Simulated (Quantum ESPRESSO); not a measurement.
## MnSi: parallel and opposed starts

Aim: find out which collinear order of MnSi costs least.

Calculated with Quantum ESPRESSO 7.5; LDA; plane waves with GBRV 1.5 LDA potentials, no spin-orbit coupling.

Experimental background.

“Understanding the muSR spectra of MnSi without magnetic polarons” (2014, arxiv:1405.0140) quotes from earlier work for MnSi, cubic B20 (bulk crystal, 0 K): moment (static ordered moment per Mn, T to 0 K) about 0.4 μB [Rounded literature value for the low-temperature limit].

Report form: the programs' logs are mostly left out.

The database entry behind the starting cell differs from later determinations by our own check (0.1 to 0.3 % short, probably kX units), so it need not match the best structure at ambient conditions.

## Step 1: The starting structure

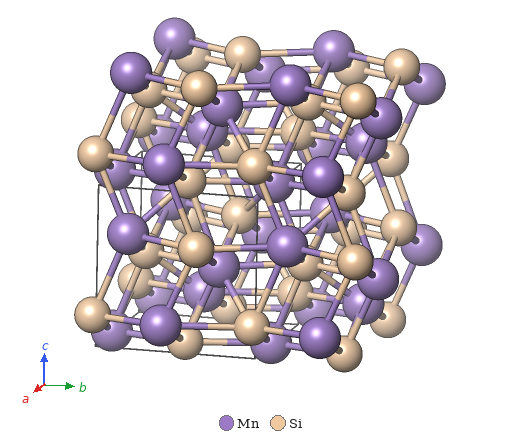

Start, viewed slightly off an axis; manganese light purple, silicon light orange. 2×2×2 cells are drawn.

The cell comes from the Crystallography Open Database.

## Step 2: Start 1: ferro ++++

The signs are those of the starting moments on the seeded atoms, the atoms that are given a moment.

pw.in reads:

```
&CONTROL
  calculation = 'scf'
  prefix = 'pwscf'
  outdir = './tmp'
  pseudo_dir = './pseudo'
  disk_io = 'nowf'
/
&SYSTEM
  ibrav = 0
  nat = 8
  ntyp = 2
  ecutwfc = 40
  ecutrho = 280
  nbnd = 57
  occupations = 'smearing'
  smearing = 'fd'
  degauss = 0.00734986
  nspin = 2
  starting_magnetization(1) = 0.2333
  starting_magnetization(2) = 0
/
&ELECTRONS
  conv_thr = 1.6d-08
  electron_maxstep = 150
  mixing_beta = 0.3
/
ATOMIC_SPECIES
Mn     54.9380 mn_lda_v1.5.uspp.F.UPF
Si     28.0850 si_lda_v1.uspp.F.UPF
CELL_PARAMETERS angstrom
   4.5480000000    0.0000000000    0.0000000000
   0.0000000000    4.5480000000    0.0000000000
   0.0000000000    0.0000000000    4.5480000000
ATOMIC_POSITIONS crystal
Mn      0.1380000000    0.1380000000    0.1380000000
Mn      0.3620000000    0.8620000000    0.6380000000
Mn      0.6380000000    0.3620000000    0.8620000000
Mn      0.8620000000    0.6380000000    0.3620000000
Si      0.8460000000    0.8460000000    0.8460000000
Si      0.6540000000    0.1540000000    0.3460000000
Si      0.3460000000    0.6540000000    0.1540000000
Si      0.1540000000    0.3460000000    0.6540000000
K_POINTS automatic
6 6 6 0 0 0
```

Command:

```sh
$ OMP_NUM_THREADS=1 mpirun -n 4 pw.x -nk 4 -in pw.in > pw.out
```

Wall time 60 s (4 MPI ranks of Intel Xeon Platinum 8488C (Sapphire Rapids), shared host); peak memory 0.62 GiB.

Spin moment in the atom's sphere by atom:

| atom | spin moment in the atom's sphere (μB) |
| --- | --- |
| Mn1 | 0.798 |
| Mn2 | 0.798 |
| Mn3 | 0.798 |
| Mn4 | 0.798 |
| Si5 | -0.028 |
| Si6 | -0.028 |
| Si7 | -0.028 |
| Si8 | -0.028 |

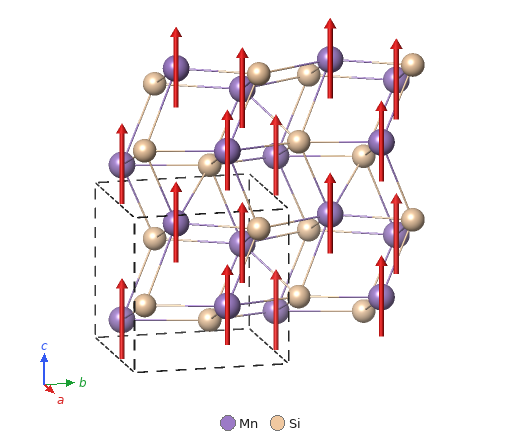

Spin moment in the atom's sphere as arrows, the longest 0.798 μB. Up and down stand for the sign. Arrows give size and sign along the axis of quantisation, drawn up and down the page. 1×2×2 cells are drawn.

Read from the output:

```
smearing term TS       : 0.2327 eV
magnetization          : 3.187 μB
absolute magnetization : 3.613 μB
final state            : ferromagnetic
```

## Step 3: Start 2: antiferro ++−−

pw.in reads:

```
&CONTROL
  calculation = 'scf'
  prefix = 'pwscf'
  outdir = './tmp'
  pseudo_dir = './pseudo'
  disk_io = 'nowf'
/
&SYSTEM
  ibrav = 0
  nat = 8
  ntyp = 3
  ecutwfc = 40
  ecutrho = 280
  nbnd = 50
  occupations = 'smearing'
  smearing = 'fd'
  degauss = 0.00734986
  nspin = 2
  starting_magnetization(1) = 0.2333
  starting_magnetization(2) = -0.2333
  starting_magnetization(3) = 0
/
&ELECTRONS
  conv_thr = 1.6d-08
  electron_maxstep = 150
  mixing_beta = 0.3
/
ATOMIC_SPECIES
Mn1    54.9380 mn_lda_v1.5.uspp.F.UPF
Mn2    54.9380 mn_lda_v1.5.uspp.F.UPF
Si     28.0850 si_lda_v1.uspp.F.UPF
CELL_PARAMETERS angstrom
   4.5480000000    0.0000000000    0.0000000000
   0.0000000000    4.5480000000    0.0000000000
   0.0000000000    0.0000000000    4.5480000000
ATOMIC_POSITIONS crystal
Mn1     0.1380000000    0.1380000000    0.1380000000
Mn1     0.3620000000    0.8620000000    0.6380000000
Mn2     0.6380000000    0.3620000000    0.8620000000
Mn2     0.8620000000    0.6380000000    0.3620000000
Si      0.8460000000    0.8460000000    0.8460000000
Si      0.6540000000    0.1540000000    0.3460000000
Si      0.3460000000    0.6540000000    0.1540000000
Si      0.1540000000    0.3460000000    0.6540000000
K_POINTS automatic
6 6 6 0 0 0
```

Wall time 3.1 min (4 MPI ranks); peak memory 0.85 GiB.

Spin moment in the atom's sphere by atom:

| atom | spin moment in the atom's sphere (μB) |
| --- | --- |
| Mn1 | 0.0003 |
| Mn2 | 0.0003 |
| Mn3 | -0.0025 |
| Mn4 | -0.0025 |
| Si5 | 0.0000 |
| Si6 | 0.0000 |
| Si7 | 0.0000 |
| Si8 | 0.0000 |

This step gave:

```
smearing term TS       : 0.3186 eV
magnetization          : 0 μB
absolute magnetization : 0.007 μB
final state            : non-magnetic
```

## Step 4: Run 3 (ferri +++−)

pw.in: that of step 3 with these lines changed.

```diff
@@ -13,3 +13,3 @@
   ecutrho = 280
-  nbnd = 50
+  nbnd = 54
   occupations = 'smearing'
@@ -38,3 +38,3 @@
 Mn1     0.3620000000    0.8620000000    0.6380000000
-Mn2     0.6380000000    0.3620000000    0.8620000000
+Mn1     0.6380000000    0.3620000000    0.8620000000
 Mn2     0.8620000000    0.6380000000    0.3620000000
```

Elapsed: 1.8 min, on 4 MPI ranks; peak memory 0.7 GiB; 7 min of CPU time.

Spin moment in the atom's sphere by atom:

| atom | spin moment in the atom's sphere (μB) |
| --- | --- |
| Mn1 | 0.798 |
| Mn2 | 0.798 |
| Mn3 | 0.798 |
| Mn4 | 0.798 |
| Si5 | -0.028 |
| Si6 | -0.028 |
| Si7 | -0.028 |
| Si8 | -0.028 |

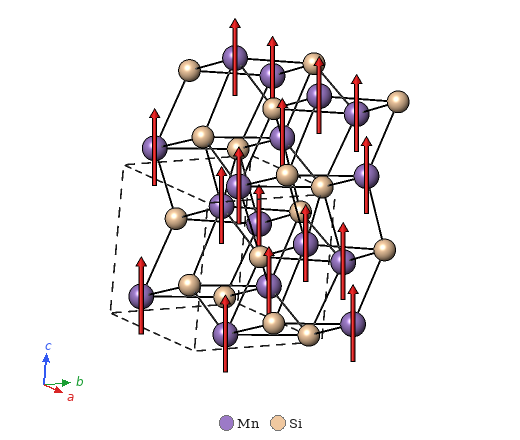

Spin moment in the atom's sphere as arrows, the longest 0.798 μB. Up and down stand for the sign. Arrows give size and sign along the axis of quantisation, drawn up and down the page. 2×1×2 cells are drawn.

Numbers from this step:

- smearing term TS: 0.2327 eV
- magnetization: 3.186 μB
- absolute magnetization: 3.612 μB
- final state: ferromagnetic

The typed signs were not kept.

## Step 5: Energies of the orders

An order is kept where moments of 0.15 μB or more survive with the typed signs; meshes match where a doubled cell samples the same k points as the first cell.

Orders:

| start | final state | typed order kept | energy over the lowest (meV a seeded atom) | largest site moment (μB) | net moment (μB a cell of the first run) | mesh matched | CPU time (s) |
| --- | --- | --- | --- | --- | --- | --- | --- |
| ferro ++++ | ferromagnetic | yes | 0 | 0.7982 | 3.187 | yes | 237.4 |
| antiferro ++-- | non-magnetic | no | 13.78 | 0.002455 | 0.004477 | yes | 734.9 |
| ferri +++- | ferromagnetic | no | 0 | 0.7981 | 3.186 | yes | 420.7 |

## Step 6: Results

| Quantity | Value |
| --- | --- |
| lowest state found | ferromagnetic (from ferro ++++ and ferri +++-) |
| largest site moment | 0.798 μB |
| state without moments | 13.8 meV a seeded atom higher |

What this shows: At this level spin polarisation gains little. 1 start lost its moments. 1 start left the typed signs, so such an energy belongs to the state reached, not the one typed. Only these 3 starts were compared; other wavevectors, canted and longer-period orders were not. A computed site moment is spin alone and hangs on the region that is counted: the program's spheres do not touch and miss the tail of the moment. Measured moments hold any orbital part as well, and belong to the order of the sample, which need not be the order of this run. Energies are free energies at an electronic temperature of 1160 K, which lowers moments and differences where the moments are itinerant.

Computed beside measured:

| quantity | measured | in the sphere |
| --- | --- | --- |
| moment (Mn) (μB) | 0.4 | 0.80 (+99.6 %) |

Measured values from arxiv:1405.0140 (2014).

Verdict: The moment is off by +99.6 %. No cell relaxation is part of this session.

[Logs and program files are shortened in this print: banners, set-up blocks, solver, clock and traceback lines can be left out without a mark of their own.]

[Logs are printed without paths, hosts, clocks, repeated set-up lines and the standing remarks that a program may print on its own settings, such as how far it seeks lower states.]

[Hosts, paths, dates, database ids (printed as entryN), source tags and the programs' standing remarks are cut or masked in the printed files.]

[Where a cell is said to come from a database of computed structures, the database is the Materials Project.]
